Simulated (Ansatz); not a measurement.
H₆OSi₂

Input

```
crystal:
  periodic: [false, false, false]
  atoms:
    - { symbol: Si, position_ang: [-0.552716, 0.709142, 0.043027] }
    - { symbol: Si, position_ang: [1.168216, -0.845536, 0.434623] }
    - { symbol: H, position_ang: [-0.235498, 1.778888, -0.86225] }
    - { symbol: O, position_ang: [-1.720929, 0.009129, -1.00129] }
    - { symbol: H, position_ang: [-1.103244, 1.222843, 1.337967] }
    - { symbol: H, position_ang: [0.602481, -2.106256, 1.003266] }
    - { symbol: H, position_ang: [1.885468, -1.155876, -0.838623] }
    - { symbol: H, position_ang: [2.142908, -0.274703, 1.417982] }
    - { symbol: H, position_ang: [-2.186785, 0.662369, -1.534602] }
magnetization:
  spin_polarized: true
basis:
  gaussian: { orbitals: def2-SVP }
hamiltonian:
  xc: b3lyp
relax:
  f_tol: 0.03
  max_steps: 50
output:
  orbitals: {}
```

Run with:

```sh
ansatz run input.yaml --threads 2 --pin off --max-ram 3072MiB --backend cpu --events-out ev --progress --plain --runs-dir out
```

The fields are those of the relaxed geometry.

Level of theory: UKS B3LYP/def2-SVP (Ansatz).

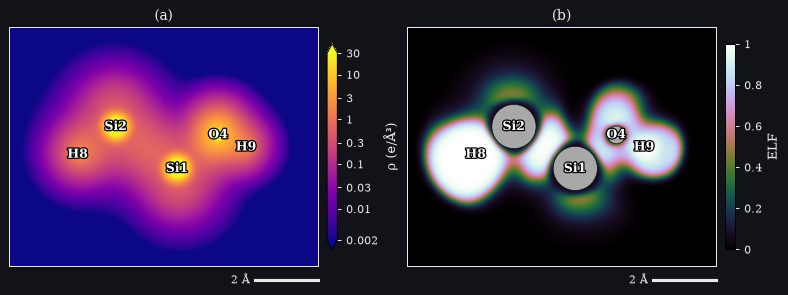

Figure 1. (a) total electron density; (b) ELF on the plane of atoms Si1, O4 and H9. Grey discs cover the atomic cores in the ELF map.

Q: Interpret the plot.

A: Atoms in the plane: Si, O and H. Si–O (1.68 Å): the density is about 1 e/Å³ at the midpoint; the ELF peaks at about 0.85 between the atoms (a shared but strongly polarised pair). Si–Si (2.35 Å): ρ at the midpoint is about 0.66 e/Å³; the ELF peaks at about 1 between the atoms: a covalent bond. O–H (0.96 Å): ρ at the midpoint is about 3.6 e/Å³; the ELF climbs to about 1 towards the hydrogen, as it does in any bond to H (an ordinary covalent bond to hydrogen). Si–H (1.49 Å): the density is about 0.74 e/Å³ at the midpoint; the ELF climbs to about 1 towards the hydrogen. The ELF also peaks beside O4, away from the bonds: lone-pair regions.

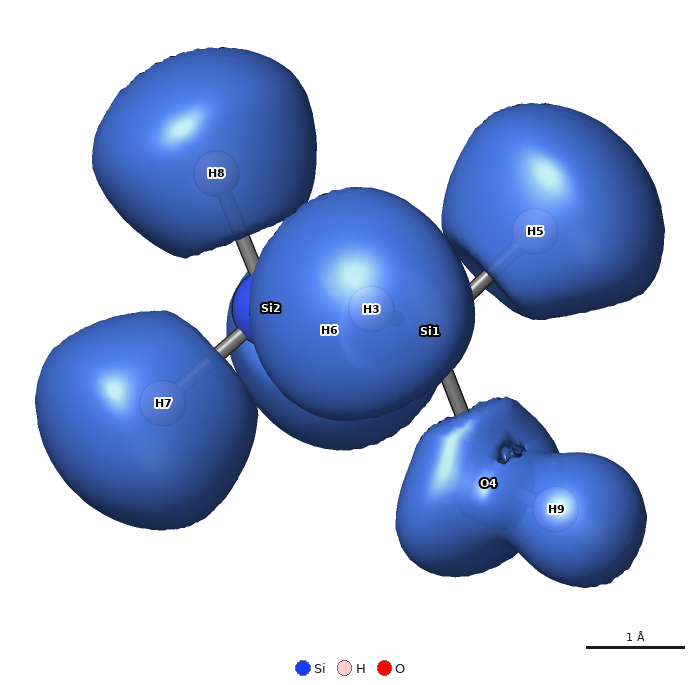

Figure 2. Isosurface of the electron localisation function at 0.75 (blue), seen at an oblique angle. Only the valence region is drawn (cores and ρ < 0.01 e/Å³ removed).

Q: Describe the localisation domains.

A: The ELF exceeds this value in one region between bonded Si–Si atoms (shared pairs), five regions around hydrogen nuclei and one joined region spread over several atoms (H, O), in which their bonds and any lone pairs are merged.

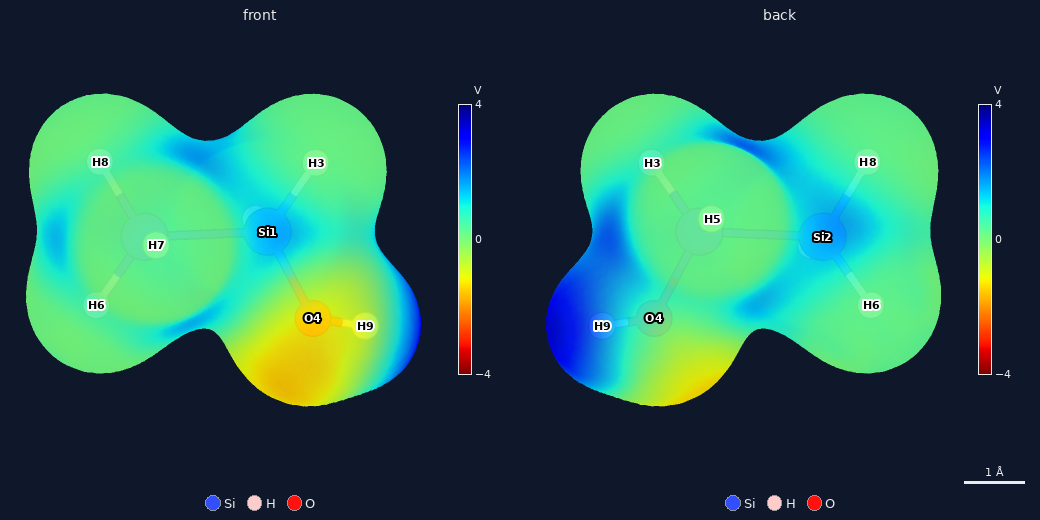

Figure 3. The molecular electrostatic potential painted on the density surface at 0.004 e/bohr³, seen from the front and from behind; red is negative and blue positive.

Q: Where is the surface potential most negative and most positive?

A: The most negative region (about −1.6 V) lies over O4, the most positive (about +3.3 V) over H9. O4 is the likeliest acceptor of a hydrogen bond.
